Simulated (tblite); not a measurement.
# C7H14FNSi: the cost of one run

The runs use tblite 0.8.0 and PySCF 2.14.0, with density-fitted response routines of our own; the level of theory stands in each step. All values are computed, except where a source is named. Atoms are numbered from 0 throughout.

## 1. The starting structure

24 atoms, charge 0, multiplicity 1; geometry from: force field or distance geometry start.

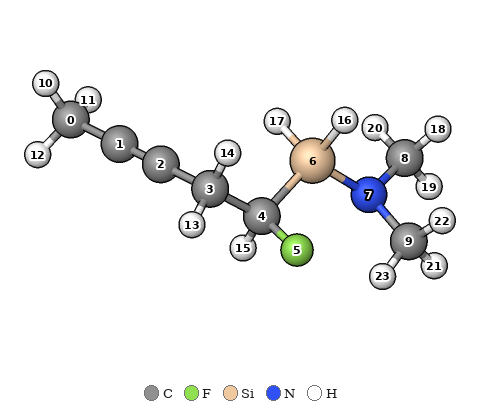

As it starts; carbon grey, fluorine green, silicon light orange, nitrogen blue, hydrogen white, atoms numbered; sticks join atoms by distance.

## 2. Optimising the geometry with GFN2-xTB

The job: settings as JSON, then the geometry in Å.

```
{"job": {"kind": "relax", "xc": "GFN2-xTB", "basis": "xTB"}, "charge": 0, "multiplicity": 1}
C     -4.563100     0.734600    -0.627300
C     -3.477100    -0.072600    -0.117300
C     -2.559800    -0.748200     0.321700
C     -1.461100    -1.551600     0.832700
C     -0.152800    -1.335000     0.091500
F      0.690100    -2.355100     0.435900
Si     0.727500     0.286600     0.414300
N      2.186100     0.499900    -0.507600
C      2.844900     1.804900    -0.543900
C      3.213400    -0.547800    -0.507300
H     -5.326100     0.914000     0.147000
H     -4.209300     1.704900    -0.972700
H     -5.067600     0.239500    -1.457100
H     -1.727100    -2.620000     0.756600
H     -1.328800    -1.361900     1.915500
H     -0.323800    -1.433000    -0.981700
H      1.123000     0.403100     1.847500
H     -0.138600     1.439300     0.091700
H      3.359800     2.025400     0.402100
H      3.572400     1.867400    -1.357400
H      2.114100     2.619500    -0.722900
H      3.949000    -0.374600    -1.308800
H      3.758800    -0.575000     0.457400
H      2.784400    -1.544600    -0.705800
```

Started as:

```bash
$ OMP_NUM_THREADS=1 python probes_run.py task.json out
```

One launch serves the whole session: the jobs run in the order shown.

Q: Estimate the wall time of this first job on 1 thread of Arm Neoverse V1, shared host.

About 1.2 s.
